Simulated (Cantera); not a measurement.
Input: 1 mol Fe(CO)5, 63 mol H2, at 1600 Pa.

Equilibrium computed with Cantera from the NASA thermochemical tables; the gas is ideal and each condensed phase is pure. Candidate condensed phases: C, C6H6, C7H8, C8H18, Fe, Fe(CO)5, FeO, Fe(OH)2, Fe(OH)3, Fe2O3, Fe3O4, H2O; 114 gas species. Rates play no part.

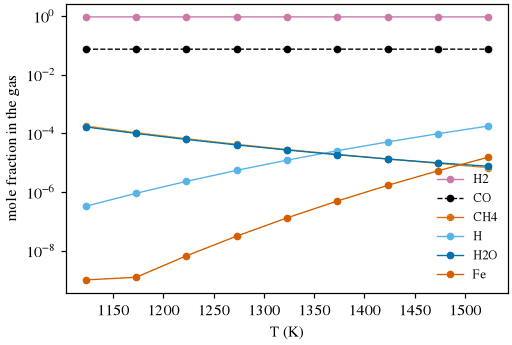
Figure: Equilibrium gas composition (values under 1e-9 drawn at 1e-9)

**Question.** Read off the mole fractions at 1373 K.

**Answer.** H2 about 0.93, CO about 0.074, H about 2.5e-5, CH4 about 1.9e-5, H2O about 1.9e-5, Fe about 4.9e-7.
